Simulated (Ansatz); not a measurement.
Band structure of a sheet of SiGe (2 atoms in the cell).

```
SiGe
1.0
    4.22042     0.00000     0.00000
   -2.11021     3.65499     0.00000
    0.00000     0.00000    14.00000
Ge Si
1 1
Direct
  0.66667   0.33333   0.50000
  0.33333   0.66667   0.50000
```

Computed with LDA (PW92), default PAW files made with PBE (plane waves; Ansatz, a quantum-chemistry and plane-wave program).

Settings: basis.ecutwfc = 30.9 Ry; kpoints.mp_grid.grid = 7 7 1; hamiltonian.xc = lda; hamiltonian.pseudopotentials = {kind: paw} (the program's default PAW files); scf.occupations.method = cold; scf.occupations.width = 0.01 Ry; kpoints.band_path.path = [[0.0, 0.0, 0.0], [0.5, 0.0, 0.0], [0.33333333, 0.33333333, 0.0], [0.0, 0.0, 0.0]]; kpoints.band_path.npoints = 16.

The starting cell was generated: these elements placed on a structure prototype, without a prior relaxation; it need not be a known phase or ordering of this composition.

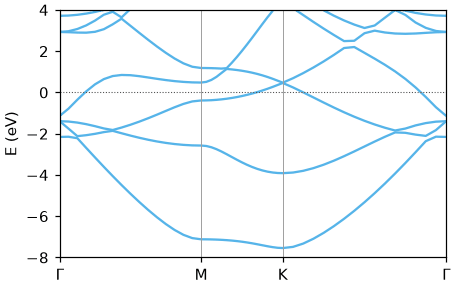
Fig. 1. Bands along the path, energies from the Fermi level.

Levels in eV from the Fermi level, bands 6 to 12:
| point | 6 | 7 | 8 | 9 | 10 | 11 | 12 |
|---|---|---|---|---|---|---|---|
| Γ | -10.72 | -2.16 | -1.40 | -1.40 | -1.14 | 2.93 | 2.93 |
| M | -9.03 | -7.12 | -2.58 | -0.39 | 0.48 | 1.18 | 6.14 |
| K | -8.50 | -7.54 | -3.91 | 0.46 | 0.47 | 4.30 | 4.77 |

Bands cross the Fermi level along this path, so the cell is metallic at this level.

Keys are those of Ansatz 0.2.
